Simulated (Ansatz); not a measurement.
## Electronic structure of CH$_{5}$OSi (SMILES C[SiH]O) (doublet) in real space

Input

```
basis:
  gaussian: {orbitals: def2-TZVPD}
crystal:
  periodic: [false, false, false]
  atoms:
    - {symbol: C, position_ang: [-0.973814, -1.837421, -1.110129]}
    - {symbol: O, position_ang: [0.774314, -3.621119, 0.278826]}
    - {symbol: Si, position_ang: [0.801563, -2.446259, -0.921193]}
    - {symbol: H, position_ang: [-1.635075, -2.636921, -1.458927]}
    - {symbol: H, position_ang: [-1.355413, -1.474486, -0.147266]}
    - {symbol: H, position_ang: [-1.021131, -1.013950, -1.831589]}
    - {symbol: H, position_ang: [1.694031, -1.297645, -0.525670]}
    - {symbol: H, position_ang: [1.631647, -4.011675, 0.499493]}
magnetization: {spin_polarized: true, initial_magnetization: 1}
hamiltonian: {xc: {name: PBE0}}
output: {forces: true, orbitals: {seedname: orbitals}}
```

Launched as:

```sh
ansatz run input.yaml --threads 1 --pin off --max-ram 2610MiB --events-out events.jsonl --progress --plain --runs-dir runs
```

Geometry: B3LYP/6-31G*.

All numbers below come from Ansatz, isolated molecule in a Gaussian basis; Kohn-Sham density functional theory, functional PBE0.

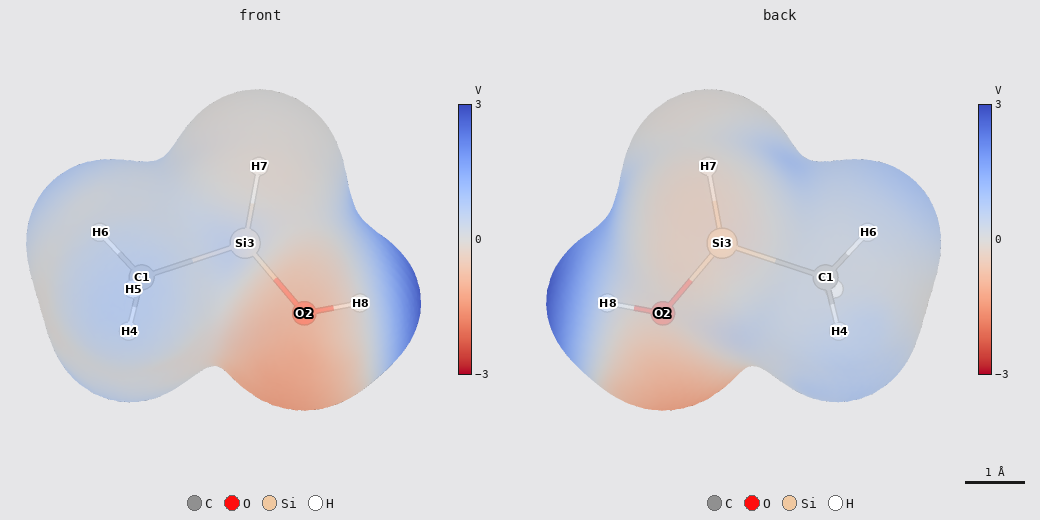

Figure 1. The electrostatic potential painted on the density surface at 0.002 e/bohr³, seen from the front and from behind; the colour scale runs from red (negative) to blue (positive).

Q: Which sites attract a positive test charge, and which a negative one?

A: A positive charge is drawn to the negative regions and a negative charge to the positive ones. The most negative region (about −1.3 V) lies over O2, the most positive (about +2.6 V) over H8. O2 is the likeliest acceptor of a hydrogen bond.

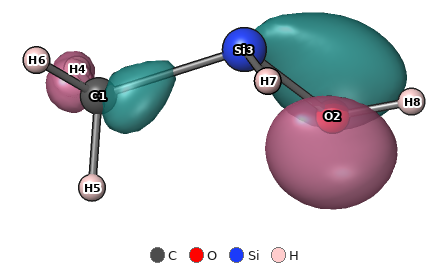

Figure 2. The HOMO−1 (β) at ±0.2 Å⁻³ᐟ² (teal and pink are the two phases), seen from one side.

Q: Describe this orbital and give its energy.

A: By Hirshfeld shares it lies mainly on O2 (about 65 %), Si3 (about 15 %) and C1 (about 10 %). Its energy is −9.78 eV.

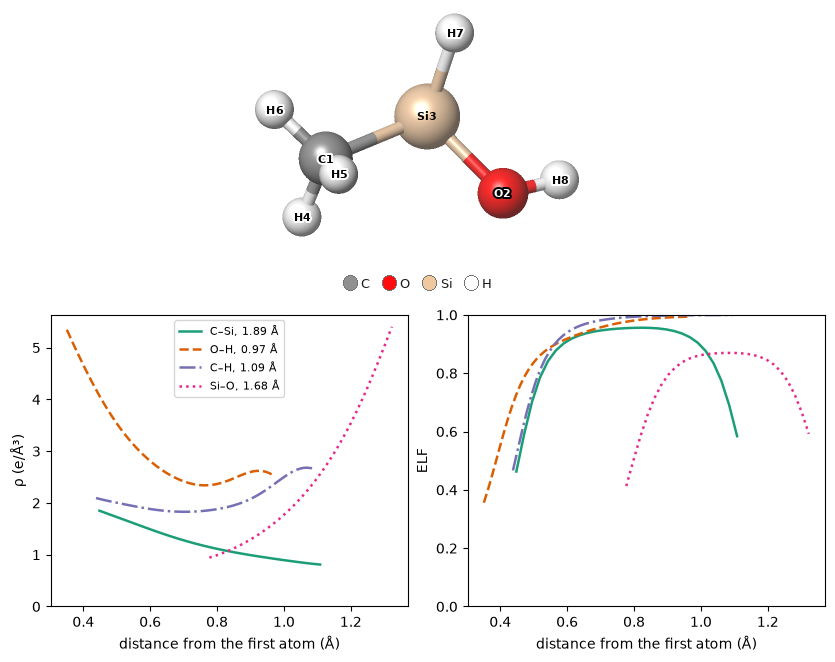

Figure 3. Electron density and electron localisation function along straight lines between neighbouring atoms. The curves leave out the atomic cores. The structure is drawn too.

Q: What kind of bonding do the profiles show?

A: C–Si (1.89 Å): ρ at the midpoint is about 0.95 e/Å³; the ELF peaks at about 0.95 between the atoms; localised, covalent bonding.
O–H (0.97 Å): ρ is about 3.7 e/Å³ halfway; the ELF climbs to about 1 towards the hydrogen, as it does in any bond to H; a covalent bond by its length.
C–H (1.09 Å): ρ is about 1.9 e/Å³ halfway; the ELF climbs to about 1 towards the hydrogen; a covalent bond by its length.
Si–O (1.68 Å): ρ at the midpoint is about 1.1 e/Å³; the ELF peaks at about 0.85 between the atoms: a shared but strongly polarised pair.
